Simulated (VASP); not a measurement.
Band structure of AlAs (zinc blende). Computed with PBEsol GGA with spin-orbit coupling, VASP's PBE PAW potentials (set 64) (plane waves; VASP 6.6.1).

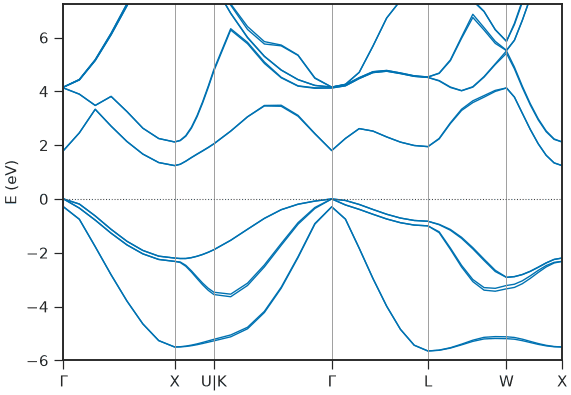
Fig. 1. Bands along high-symmetry lines, zero at the valence-band maximum or, without a gap, the Fermi level

Question: Read the plot: is there a gap, and where are the band edges?

Answer: The gap is indirect, 1.24 eV, from the valence maximum at Γ to the conduction minimum at X.

Measured: gap 2.28 eV (computed value off by -1.04 eV), as given by Wei Chen et al., Physical Review Materials (2018), doi:10.1103/physrevmaterials.2.073803 [zero-point renormalisation of 0.04 eV added back (the table's ZPR column)].

The compound is AlAs in the zinc blende structure. It was relaxed first.
